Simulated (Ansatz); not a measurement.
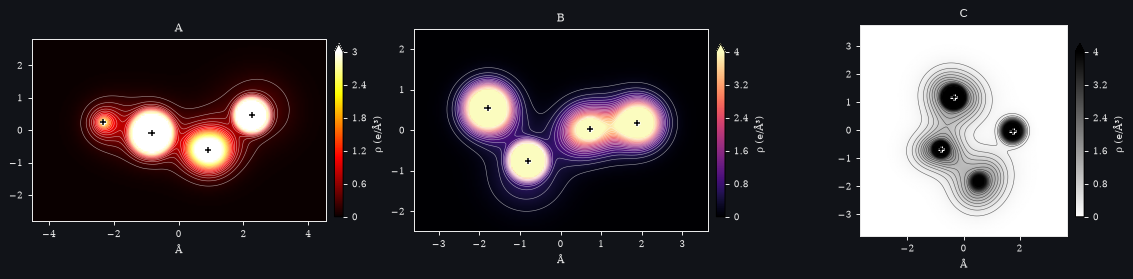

The electron density of 3 systems, each on a plane through atoms (crosses mark nuclei in the plane).

All numbers below come from Ansatz, isolated molecule in a Gaussian basis; Kohn-Sham density functional theory, functional PBE0.

System 1: FNOSi (SMILES [O-][N+]#[Si]F), the molecular plane. Geometry: PBE0-D3(BJ)/def2-SVP.

```xyz
4

F    -0.1505    1.5941   -0.0385
N    -0.7002   -0.8570    0.5297
O    -1.1474   -1.7985    1.0666
Si    0.1891    0.0962   -0.6033
```

System 2: CH$_{3}$LiS$_{2}$ (SMILES [Li-]1[S]C[SH+]1), the plane of atoms C1, S4 and Li2. Geometry: B3LYP/6-31G*.

```
atom    x (Å)   y (Å)    z (Å)
   C  -1.3445  1.8437  -0.4977
  Li  -2.7219  3.8217   0.5994
   S  -2.4826  2.9378  -1.4046
   S  -0.8589  2.4177   1.2639
   H   0.0005  3.3850   0.8722
   H  -1.7802  0.8605  -0.3018
   H  -0.3952  1.7056  -1.0191
```

System 3: AlHNZn (SMILES [Al][N][ZnH]) (doublet), the molecular plane. Geometry: PBE0-D3(BJ)/def2-SVP.

```yaml
atoms:
  - { symbol: Al, position_ang: [-3.5232, 2.3169, -0.7509] }
  - { symbol: N, position_ang: [-3.0077, 0.6717, -0.7469] }
  - { symbol: Zn, position_ang: [-1.2622, 0.1263, -0.8080] }
  - { symbol: H, position_ang: [0.1649, -0.4317, -0.8563] }
```

Match each panel to its system.

Answer. Panel A is system 3, AlHNZn: the plane holds Al, N, Zn and H. Al–N (1.72 Å): ρ at the midpoint is about 0.85 e/Å³. Panel B is system 1, FNOSi: the plane holds F, N, O and Si. N–O (1.17 Å): ρ is about 3.9 e/Å³ halfway. Panel C is system 2, CH$_{3}$LiS$_{2}$: the plane holds C, Li and S.
